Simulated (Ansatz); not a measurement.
**Dissociation curves of BH2SCl (SMILES SBCl)**

BH2SCl has 5 atoms, charge 0, and is taken as a singlet. As SMILES, `SBCl`. Geometry: relaxed at PBE0-D4/def2-TZVP. This is one conformer, not always the lowest.

```xyz
5

S    -1.2945   -0.0088   -0.3235
B     0.4029   -0.2178    0.1647
Cl    0.8887   -1.7389    0.8689
H    -1.1576    1.2482   -0.7771
H     1.2104    0.6434    0.0257
```

The S1–H4 distance is scanned; the parts on either side stay rigid. Basis STO-3G, 11 core orbitals frozen in the correlated methods; program Ansatz 0.2.0. FCI is exact within this basis and core. Energies in eV from each method's value at 1.343 Å; methods without a U are spin-restricted. The shape above is that at 1.343 Å.

```tsv
distance (Å)	HF	BLYP	r2SCAN	HSE06	MP2	BCCD(T)	CCSDT(Q)	FCI
1.343	0.00	0.00	0.00	0.00	0.00	0.00	0.00	0.00
1.679	1.47	0.82	0.99	1.06	1.15	0.91	0.91	0.91
2.015	3.85	2.40	2.75	2.92	3.04	2.38	2.38	2.38
2.687	7.68	4.83	5.40	5.77	5.31	3.74	3.75	3.75
3.358	9.61	5.91	6.54	7.06	5.12	3.90	3.94	3.94
```

Departure from the FCI curve at its largest: HF +5.67 eV at 3.36 Å; BLYP +1.97 eV at 3.36 Å; r2SCAN +2.60 eV at 3.36 Å; HSE06 +3.11 eV at 3.36 Å; MP2 +1.56 eV at 2.69 Å; BCCD(T) -0.04 eV at 3.36 Å; CCSDT(Q) within 0.005 eV. The curve of MP2 turns over, which the reference doesn't. Restricted functionals keep the electrons paired too, and rise too high. Restricted Hartree–Fock keeps the electrons paired, so it rises far too high as the bond breaks.

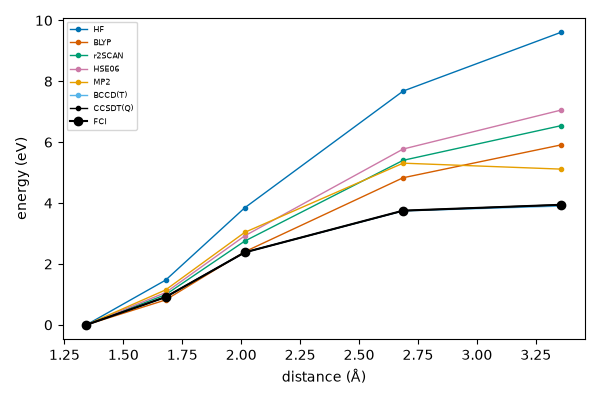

The curves of the table.
